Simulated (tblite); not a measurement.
## Run report: C6H13Ge (charge −1), geometry relaxation (part 1 of 2)

C6H13Ge, charge −1, SMILES C[C@@H]1CCC[C@@H]1[GeH2-], computed with GFN2-xTB geometry optimisation, gas phase (tblite 0.8.0).

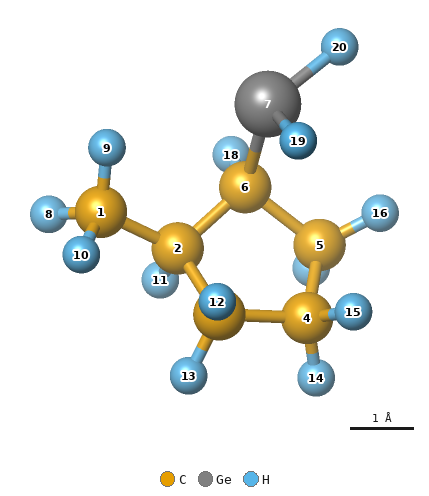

Figure 1. The input geometry (ball-and-stick view, seen at a tilt; atoms are numbered from 1 in the order of the input). Sticks mark near contacts. Bond lengths as drawn: C–C 1.49 to 1.52 Å, C–Ge 1.93 Å, C–H 1.10 to 1.13 Å and Ge–H 1.55 to 1.56 Å.

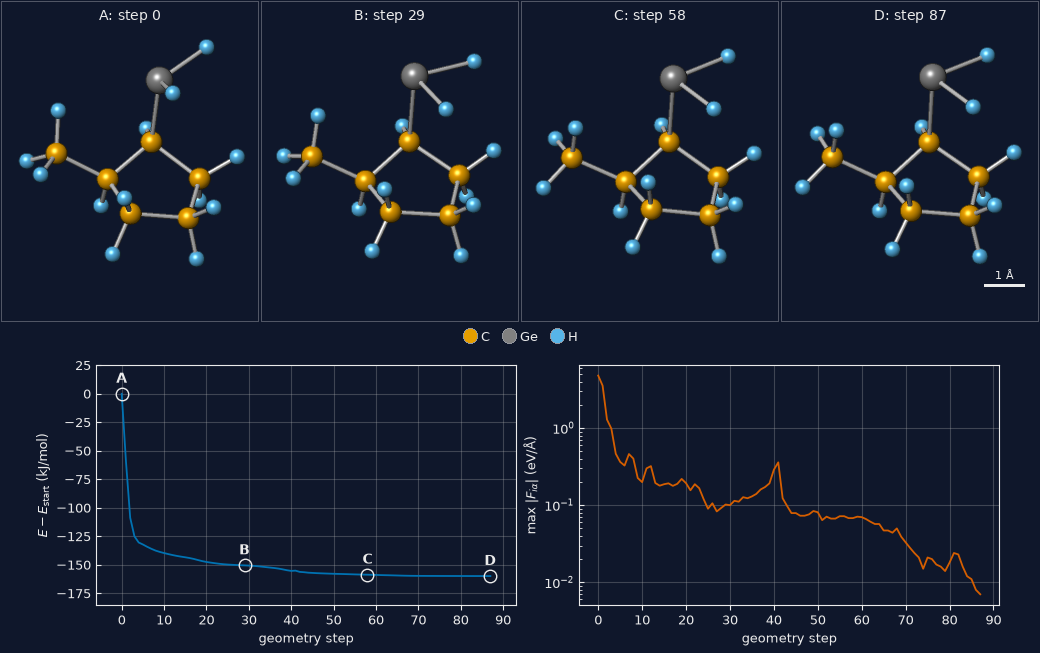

Figure 2. Frames of the relaxation (ball-and-stick view, seen on its broad side) above the curves, on which the letters mark them (steps are counted from 0).

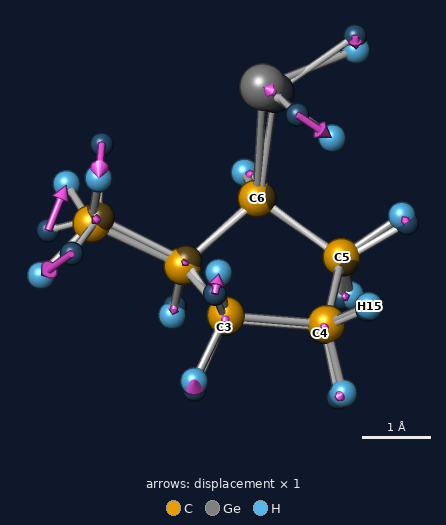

Figure 3. Start (faint) and end (solid) with the displacements as pink arrows, at true length (ball-and-stick view, seen on its broad side). The two geometries are laid on each other by the best rigid fit. After 87 geometry steps the energy has fallen by 159.8 kJ/mol. Largest force component: 4.8 eV/Å at the start, 0.007 eV/Å at the end. H10 moves most after the best rigid fit: 0.91 Å. By element the largest moves are H 0.91 Å, Ge 0.22 Å, C 0.15 Å. Among the contacts that change: C6–Ge7 1.927 → 2.073 Å, Ge7–H19 1.554 → 1.680 Å, Ge7–H20 1.563 → 1.678 Å, C4–C5 1.488 → 1.536 Å. Among the angles that change: C6–Ge7–H19 114.1° → 94.0°, H19–Ge7–H20 107.3° → 87.6°, C6–Ge7–H20 107.1° → 90.4°. (Atoms are counted from 1 in the order of the input.)

These pictures come from the run below.

## Input
```
{"job": {"kind": "relax", "xc": "GFN2-xTB", "basis": "xTB"}, "charge": -1, "multiplicity": 1}
C     -0.490300     2.040600    -0.562200
C     -0.598000     0.557800    -0.513300
C     -1.133900     0.030800     0.798800
C     -0.688000    -1.404300     0.808500
C      0.300500    -1.589900    -0.288100
C      0.673400    -0.183700    -0.744100
Ge     2.222300     0.509700     0.168000
H     -0.985500     2.411400    -1.491900
H      0.526900     2.444800    -0.513600
H     -1.102200     2.446600     0.284800
H     -1.310800     0.223000    -1.301900
H     -0.799400     0.585000     1.687900
H     -2.257000     0.022100     0.704600
H     -1.566500    -2.059100     0.674700
H     -0.161600    -1.636100     1.775900
H      1.173300    -2.197800    -0.021300
H     -0.246700    -2.043800    -1.153100
H      0.901000    -0.237200    -1.817000
H      2.106600     0.495100     1.717700
H      3.430700    -0.404400    -0.217300
```

The first line tells a small driver script what to run in tblite; the rest is the geometry in Å.

Launch command:
```bash
OMP_NUM_THREADS=1 python <driver script> task.json out
```

## What the program printed
```
step      E/eV     max force
  0    -586.04253    5.165
  1    -586.65699    3.822
  2    -587.16900    1.428
  3    -587.33729    0.987
  4    -587.39341    0.465
  5    -587.41171    0.384
  6    -587.43241    0.358
  7    -587.45097    0.469
  8    -587.46729    0.414
  9    -587.47930    0.268
 10    -587.48948    0.238
 11    -587.49890    0.301
 12    -587.50757    0.322
 13    -587.51533    0.279
 14    -587.52199    0.207
 15    -587.52793    0.244
 16    -587.53448    0.227
 17    -587.54290    0.250
 18    -587.55300    0.278
 19    -587.56273    0.270
 20    -587.57035    0.266
 21    -587.57630    0.177
 22    -587.58172    0.192
 23    -587.58683    0.166
 24    -587.59091    0.145
 25    -587.59379    0.106
 26    -587.59603    0.131
 27    -587.59802    0.108
 28    -587.59985    0.112
 29    -587.60151    0.117
 30    -587.60325    0.110
 31    -587.60555    0.126
 32    -587.60878    0.142
 33    -587.61285    0.138
 34    -587.61712    0.137
 35    -587.62116    0.131
 36    -587.62527    0.142
 37    -587.63059    0.168
 38    -587.63766    0.174
 39    -587.64554    0.206
 40    -587.65163    0.308
 41    -587.64914    0.416
 42    -587.66045    0.147
 43    -587.66332    0.127
 44    -587.66763    0.115
 45    -587.66979    0.086
 46    -587.67196    0.084
 47    -587.67355    0.078
 48    -587.67503    0.083
 49    -587.67647    0.084
 50    -587.67772    0.081
 51    -587.67879    0.088
 52    -587.67978    0.086
 53    -587.68090    0.072
 54    -587.68205    0.076
 55    -587.68327    0.084
 56    -587.68429    0.085
 57    -587.68525    0.107
 58    -587.68612    0.078
 59    -587.68741    0.071
 60    -587.68831    0.071
 61    -587.68952    0.068
 62    -587.69041    0.062
 63    -587.69123    0.061
 64    -587.69214    0.058
 65    -587.69327    0.052
 66    -587.69439    0.055
 67    -587.69530    0.052
 68    -587.69596    0.053
 69    -587.69642    0.041
 70    -587.69675    0.036
 71    -587.69699    0.029
 72    -587.69714    0.031
 73    -587.69727    0.027
 74    -587.69740    0.020
 75    -587.69758    0.022
 76    -587.69770    0.023
 77    -587.69779    0.023
 78    -587.69787    0.021
 79    -587.69795    0.016
 80    -587.69804    0.022
 81    -587.69815    0.027
 82    -587.69824    0.026
 83    -587.69830    0.019
 84    -587.69835    0.014
 85    -587.69838    0.015
 86    -587.69841    0.011
 87    -587.69843    0.008
```

## Trajectory as extended XYZ (Å, eV, eV/Å), 24 of the 88 frames kept, from step=0 to step=87
```
20
Properties=species:S:1:pos:R:3:forces:R:3 step=0 energy=-586.04253
C    -0.4903    2.0406   -0.5622   -1.3360   1.7740  -0.1130
C    -0.5980    0.5578   -0.5133   -0.0360  -0.1500  -0.5830
C    -1.1339    0.0308    0.7988   -1.3840   0.1110  -0.1630
C    -0.6880   -1.4043    0.8085    0.2830  -1.0490   2.0700
C     0.3005   -1.5899   -0.2881   -0.0850  -0.3070  -1.9240
C     0.6734   -0.1837   -0.7441    0.1190  -2.0070   0.2280
Ge    2.2223    0.5097    0.1680    1.6020   4.7870  -1.0950
H    -0.9855    2.4114   -1.4919    0.4930   0.0200   0.5080
H     0.5269    2.4448   -0.5136   -0.2270  -0.4140   0.1050
H    -1.1022    2.4466    0.2848    0.6130   0.0440  -0.6030
H    -1.3108    0.2230   -1.3019   -0.0580   0.0990   0.1370
H    -0.7994    0.5850    1.6879   -0.1370  -0.0550  -0.4600
H    -2.2570    0.0221    0.7046    0.7040   0.4850   0.6810
H    -1.5665   -2.0591    0.6747    0.3870  -0.1250   0.3460
H    -0.1616   -1.6361    1.7759   -0.7590  -0.0270  -0.5260
H     1.1733   -2.1978   -0.0213   -0.3070   0.0180  -0.1490
H    -0.2467   -2.0438   -1.1531    0.3870  -0.4950   0.3010
H     0.9010   -0.2372   -1.8170    0.1560   0.2300   0.0260
H     2.1066    0.4951    1.7177   -0.3070  -1.4900   0.7380
H     3.4307   -0.4044   -0.2173   -0.1070  -1.4480   0.4750
20
Properties=species:S:1:pos:R:3:forces:R:3 step=4 energy=-587.39341
C    -0.5296    2.0784   -0.5702   -0.0880  -0.1400  -0.0200
C    -0.6030    0.5546   -0.5330   -0.1460  -0.0260  -0.0600
C    -1.1611    0.0156    0.7844   -0.0270  -0.0300  -0.0200
C    -0.6838   -1.4361    0.8453   -0.0470  -0.0530  -0.0810
C     0.2885   -1.6204   -0.3236    0.1940   0.2240   0.0320
C     0.6997   -0.2158   -0.7371    0.0070   0.4640  -0.0230
Ge    2.3272    0.8296    0.0834    0.1000  -0.2970   0.0500
H    -0.9699    2.4434   -1.4944    0.0190   0.2180  -0.0470
H     0.4991    2.4198   -0.5057   -0.0540   0.0070   0.0160
H    -1.0846    2.4797    0.2739   -0.0400   0.2100  -0.0340
H    -1.3236    0.2309   -1.3066   -0.0430   0.0130  -0.1200
H    -0.8096    0.5845    1.6464    0.1420   0.0260  -0.1240
H    -2.2542    0.0621    0.7616   -0.0770   0.0970   0.2030
H    -1.5456   -2.0923    0.7152   -0.0010  -0.2850   0.2140
H    -0.1907   -1.6524    1.7906   -0.0510  -0.0240   0.0450
H     1.1553   -2.2101   -0.0397    0.0420  -0.1680  -0.0390
H    -0.2378   -2.1100   -1.1603    0.1150  -0.1410   0.0870
H     0.9196   -0.2236   -1.8175    0.1330   0.0290  -0.0180
H     2.0841    0.3797    1.7598   -0.0320  -0.1360  -0.1780
H     3.4149   -0.5068   -0.1755   -0.1440   0.0120   0.1150
20
Properties=species:S:1:pos:R:3:forces:R:3 step=8 energy=-587.46729
C    -0.5504    2.0808   -0.5756   -0.0300   0.1660  -0.0190
C    -0.6300    0.5574   -0.5463    0.0240   0.0360  -0.0460
C    -1.1717    0.0077    0.7783   -0.0080   0.0370  -0.0440
C    -0.6869   -1.4465    0.8406    0.0380   0.0300   0.0820
C     0.3131   -1.5962   -0.3208   -0.1340  -0.1870   0.0470
C     0.7000   -0.1723   -0.7403   -0.0840  -0.4020   0.0500
Ge    2.3550    0.8059    0.0903   -0.0750   0.0010   0.1070
H    -0.9641    2.4843   -1.4999   -0.0170   0.0240  -0.0160
H     0.4818    2.4125   -0.5013    0.0080  -0.0590   0.0260
H    -1.0923    2.5189    0.2620   -0.0900   0.0130  -0.0340
H    -1.3358    0.2313   -1.3332   -0.0220   0.0060  -0.0350
H    -0.7786    0.5870    1.6164    0.1220  -0.0490  -0.0790
H    -2.2664    0.0826    0.8071    0.0350  -0.0240   0.0740
H    -1.5340   -2.1449    0.7540    0.1770   0.0520  -0.0870
H    -0.2027   -1.6550    1.7960    0.0480   0.0800  -0.0140
H     1.1619   -2.2281   -0.0474    0.0710   0.2380   0.0660
H    -0.2064   -2.1289   -1.1412    0.0830   0.1450  -0.0460
H     0.9455   -0.2079   -1.8177   -0.0180   0.1270   0.0550
H     2.0754    0.3394    1.7239   -0.0130  -0.1230  -0.1570
H     3.3814   -0.5175   -0.1478   -0.1150  -0.1090   0.0710
20
Properties=species:S:1:pos:R:3:forces:R:3 step=11 energy=-587.49890
C    -0.5630    2.0959   -0.5807    0.0540  -0.1930  -0.0100
C    -0.6420    0.5614   -0.5581    0.0060  -0.0460   0.0290
C    -1.1757    0.0081    0.7705    0.1040  -0.0060   0.0050
C    -0.6841   -1.4465    0.8454    0.0330   0.0480  -0.0640
C     0.3129   -1.6019   -0.3127    0.0390   0.0630  -0.0040
C     0.6906   -0.1864   -0.7359    0.0130   0.3000   0.0210
Ge    2.3533    0.7852    0.1080   -0.1780   0.0420  -0.0220
H    -0.9636    2.5081   -1.5057   -0.0100  -0.0190  -0.0520
H     0.4748    2.4029   -0.4955    0.0220   0.0240   0.0290
H    -1.1089    2.5396    0.2513   -0.0710  -0.0530  -0.0140
H    -1.3440    0.2334   -1.3508    0.0110   0.0500   0.0240
H    -0.7457    0.5827    1.5916    0.0640   0.0120  -0.0090
H    -2.2676    0.0890    0.8388    0.0360  -0.0280   0.0030
H    -1.5083   -2.1651    0.7615   -0.0290   0.0560  -0.0850
H    -0.2000   -1.6443    1.7993    0.1110   0.0900   0.0820
H     1.1767   -2.2075   -0.0404    0.0910   0.1070   0.1130
H    -0.1837   -2.1235   -1.1407   -0.1150  -0.0980  -0.1460
H     0.9550   -0.1867   -1.8096   -0.0730  -0.0600   0.0500
H     2.0691    0.3029    1.6850   -0.0360  -0.1510   0.0000
H     3.3489   -0.5368   -0.1244   -0.0720  -0.1390   0.0500
20
Properties=species:S:1:pos:R:3:forces:R:3 step=15 energy=-587.52793
C    -0.5698    2.0909   -0.5872   -0.0380   0.0950   0.0030
C    -0.6535    0.5621   -0.5639   -0.0110   0.0370  -0.0070
C    -1.1652    0.0088    0.7686    0.0040   0.0350   0.0360
C    -0.6700   -1.4418    0.8446    0.0330   0.0140   0.0010
C     0.3225   -1.5918   -0.3168    0.0270   0.0530  -0.0090
C     0.6807   -0.1658   -0.7316   -0.0220  -0.1250  -0.1130
Ge    2.3220    0.7734    0.1224    0.1000  -0.0420   0.0380
H    -0.9596    2.5160   -1.5151    0.0600  -0.1060  -0.0130
H     0.4683    2.3979   -0.4839   -0.0520   0.0220   0.0260
H    -1.1346    2.5391    0.2328   -0.0130  -0.0750  -0.0130
H    -1.3507    0.2422   -1.3612   -0.0420  -0.0380   0.0300
H    -0.7026    0.5835    1.5704   -0.0020   0.0500   0.0510
H    -2.2551    0.0889    0.8668    0.0470   0.0090   0.0070
H    -1.4894   -2.1659    0.7519    0.0040   0.0760   0.0360
H    -0.1791   -1.6155    1.8066   -0.0100  -0.0200  -0.1250
H     1.2034   -2.1618   -0.0161   -0.0220   0.0370  -0.0850
H    -0.1741   -2.1285   -1.1529    0.1490   0.0500   0.1870
H     0.9486   -0.1773   -1.7982   -0.0080   0.0160  -0.1400
H     2.0516    0.2369    1.6553   -0.1160  -0.0920   0.1260
H     3.3013   -0.5807   -0.0953   -0.0880   0.0010  -0.0370
20
Properties=species:S:1:pos:R:3:forces:R:3 step=19 energy=-587.56273
C    -0.5847    2.0928   -0.5949    0.0080  -0.0590  -0.0210
C    -0.6679    0.5693   -0.5728    0.1010  -0.0470  -0.0370
C    -1.1402    0.0244    0.7770    0.0450   0.0760  -0.0620
C    -0.6442   -1.4216    0.8367   -0.0260   0.0970   0.0490
C     0.3494   -1.5581   -0.3189   -0.0330  -0.1540   0.0820
C     0.6681   -0.1450   -0.7651    0.0920   0.0150  -0.0100
Ge    2.3064    0.7356    0.1556    0.0140  -0.0440   0.1110
H    -0.9369    2.4934   -1.5411   -0.0360   0.0920  -0.1070
H     0.4455    2.4041   -0.4567    0.0210   0.0390   0.0600
H    -1.1803    2.5165    0.2086   -0.1150   0.1300   0.0180
H    -1.3757    0.2427   -1.3595   -0.0630  -0.0220   0.0920
H    -0.6492    0.6032    1.5617   -0.0600   0.0120  -0.0040
H    -2.2248    0.0934    0.9049   -0.0310   0.0880   0.0330
H    -1.4689   -2.1395    0.7497    0.0450   0.0240   0.0020
H    -0.1459   -1.5878    1.7864    0.0610  -0.1330   0.1440
H     1.2415   -2.0930   -0.0086    0.1500  -0.0390   0.0030
H    -0.1232   -2.1333   -1.1225   -0.0630  -0.1440  -0.2190
H     0.9327   -0.1643   -1.8337   -0.0320   0.0670  -0.0740
H     1.9837    0.1178    1.6645   -0.1210   0.0190   0.0570
H     3.2096   -0.6399   -0.0740    0.0420  -0.0180  -0.1140
20
Properties=species:S:1:pos:R:3:forces:R:3 step=23 energy=-587.58683
C    -0.5948    2.0957   -0.6040   -0.0210   0.0660  -0.0170
C    -0.6626    0.5702   -0.5799   -0.0630   0.0290   0.0720
C    -1.1216    0.0412    0.7787    0.0260  -0.0760   0.0870
C    -0.6251   -1.4054    0.8431    0.0830  -0.1170  -0.0280
C     0.3638   -1.5622   -0.3224    0.0310   0.0430  -0.1070
C     0.6726   -0.1428   -0.7867   -0.0870  -0.0490   0.0280
Ge    2.3010    0.7074    0.1929   -0.0810  -0.0050  -0.0080
H    -0.9260    2.4936   -1.5656    0.0500   0.0270   0.0580
H     0.4305    2.4157   -0.4311   -0.0590   0.0210   0.0150
H    -1.2198    2.5223    0.1861   -0.0020   0.0090  -0.1660
H    -1.3980    0.2368   -1.3392    0.0390  -0.0070   0.0160
H    -0.6326    0.6218    1.5603    0.0420   0.0530   0.0150
H    -2.2081    0.1152    0.9254    0.0810   0.0320  -0.0470
H    -1.4532   -2.1174    0.7513   -0.0030  -0.0040   0.0160
H    -0.1233   -1.5968    1.7940   -0.0390   0.0190  -0.0460
H     1.2795   -2.0658   -0.0086   -0.0930  -0.0260  -0.0400
H    -0.1007   -2.1583   -1.1306    0.0420   0.0140   0.1000
H     0.9189   -0.1471   -1.8641    0.0240  -0.0020   0.0980
H     1.9207    0.0598    1.6861   -0.0620  -0.0040   0.0010
H     3.1738   -0.6733   -0.0890    0.0920  -0.0230  -0.0460
20
Properties=species:S:1:pos:R:3:forces:R:3 step=26 energy=-587.59603
C    -0.6013    2.0998   -0.6108    0.0040  -0.0240   0.0060
C    -0.6671    0.5731   -0.5757    0.0230  -0.0080  -0.0070
C    -1.1073    0.0417    0.7879    0.0320   0.0450  -0.0110
C    -0.6088   -1.4081    0.8417   -0.0830   0.0600   0.0020
C     0.3735   -1.5599   -0.3318   -0.0760  -0.0160   0.1060
C     0.6658   -0.1402   -0.7917    0.0010  -0.0040   0.0280
Ge    2.2858    0.6903    0.2109   -0.0220   0.0350  -0.0350
H    -0.9149    2.5005   -1.5741    0.0530  -0.0180  -0.0660
H     0.4167    2.4242   -0.4158    0.0080   0.0220   0.0200
H    -1.2437    2.5307    0.1559   -0.0870   0.0400  -0.0020
H    -1.4051    0.2338   -1.3285   -0.0020  -0.0020   0.0050
H    -0.6160    0.6357    1.5594    0.0600  -0.0420   0.0240
H    -2.1914    0.1293    0.9331    0.0270  -0.0550   0.0210
H    -1.4447   -2.1109    0.7540    0.0070  -0.0350  -0.0120
H    -0.1144   -1.5989    1.7953    0.0290  -0.0080  -0.0560
H     1.2898   -2.0557   -0.0124   -0.0290  -0.0210  -0.0540
H    -0.0866   -2.1716   -1.1275   -0.0050   0.0250   0.0200
H     0.9159   -0.1379   -1.8654    0.0270   0.0130   0.0240
H     1.8819    0.0286    1.6927   -0.0290  -0.0250  -0.0050
H     3.1667   -0.6937   -0.1001    0.0610   0.0180  -0.0060
20
Properties=species:S:1:pos:R:3:forces:R:3 step=30 energy=-587.60325
C    -0.6068    2.1037   -0.6153   -0.0100   0.0340  -0.0150
C    -0.6665    0.5761   -0.5731   -0.0130   0.0190   0.0100
C    -1.0946    0.0488    0.7942   -0.0410  -0.0330   0.0180
C    -0.6108   -1.4043    0.8434    0.0540  -0.0520  -0.0010
C     0.3681   -1.5602   -0.3271    0.0420   0.0160  -0.1000
C     0.6627   -0.1405   -0.7882    0.0180   0.0080  -0.0200
Ge    2.2720    0.6871    0.2166    0.0550  -0.0070   0.0420
H    -0.8922    2.4992   -1.5918    0.0570  -0.0650  -0.0230
H     0.4059    2.4351   -0.3989   -0.0320   0.0060   0.0520
H    -1.2766    2.5438    0.1276   -0.0030  -0.0380  -0.0560
H    -1.4094    0.2311   -1.3190    0.0010   0.0090   0.0050
H    -0.5914    0.6355    1.5642    0.0190  -0.0370  -0.0070
H    -2.1761    0.1299    0.9441   -0.0420   0.0280   0.0680
H    -1.4413   -2.1138    0.7543   -0.0370   0.0380   0.0130
H    -0.1037   -1.6030    1.7870   -0.0040   0.0040   0.0310
H     1.2884   -2.0573   -0.0242   -0.0090  -0.0070   0.0490
H    -0.0841   -2.1755   -1.1227   -0.0890   0.0370  -0.0310
H     0.9206   -0.1309   -1.8587    0.0060  -0.0290  -0.0240
H     1.8500    0.0053    1.6953    0.0250  -0.0030  -0.0260
H     3.1806   -0.6994   -0.1108    0.0030   0.0730   0.0160
20
Properties=species:S:1:pos:R:3:forces:R:3 step=34 energy=-587.61712
C    -0.6152    2.1114   -0.6278    0.0300  -0.0980  -0.0010
C    -0.6652    0.5833   -0.5633   -0.0130  -0.0780   0.0360
C    -1.0815    0.0520    0.8104    0.0510  -0.0500   0.0140
C    -0.6065   -1.4071    0.8434    0.0070   0.0110  -0.0200
C     0.3618   -1.5587   -0.3400   -0.0570  -0.0230   0.0510
C     0.6663   -0.1350   -0.7868   -0.0560  -0.0680  -0.0150
Ge    2.2676    0.6858    0.2381   -0.0050   0.0330   0.0330
H    -0.8235    2.4661   -1.6398    0.0300  -0.0010   0.0680
H     0.3759    2.4598   -0.3446   -0.0510  -0.0180   0.0550
H    -1.3448    2.5548    0.0557    0.0100  -0.0280  -0.1230
H    -1.4152    0.2305   -1.2986    0.0100   0.0060  -0.0100
H    -0.5411    0.6138    1.5743   -0.0790   0.0440  -0.0260
H    -2.1620    0.1364    0.9914    0.1120   0.0770   0.0140
H    -1.4504   -2.1049    0.7579    0.0670   0.0420   0.0300
H    -0.0850   -1.6122    1.7801   -0.0830  -0.0100  -0.0260
H     1.2764   -2.0691   -0.0338   -0.0620   0.0030  -0.0800
H    -0.1215   -2.1626   -1.1307    0.0720   0.0900  -0.0030
H     0.9323   -0.1305   -1.8552   -0.0440   0.0430  -0.0290
H     1.8087   -0.0325    1.6907    0.1140  -0.0140  -0.0130
H     3.2178   -0.6708   -0.1245   -0.0550   0.0380   0.0480
```
